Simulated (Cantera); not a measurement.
Input: 1 mol borazine, a varied amount of H2O, 9.7 mol N2, at 1450 K and 1.40 mbar.

Method: chemical equilibrium by Gibbs-energy minimisation in Cantera with the NASA 1993 tables (ideal gas, pure condensed phases). Candidate condensed phases: B, BN, B2O3, B3O3H3, H2O; 39 gas species. The feed counts by its element totals alone. Mutual solubility and eutectic melting of coexisting phases are not modelled. Equilibrium is a limit: real reactors are often held back by kinetics, nucleation or transport.

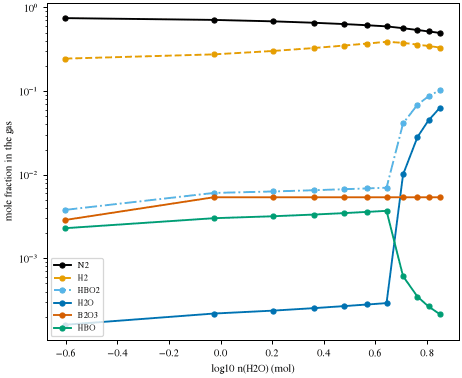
*Equilibrium gas composition (values under 1e-9 drawn at 1e-9)*

Q: Read off the mole fractions at 7.1 mol H2O.

A: N2 about 0.50, H2 about 0.33, HBO2 about 0.10, H2O about 0.064, B2O3 about 0.0054, HBO about 0.00021.
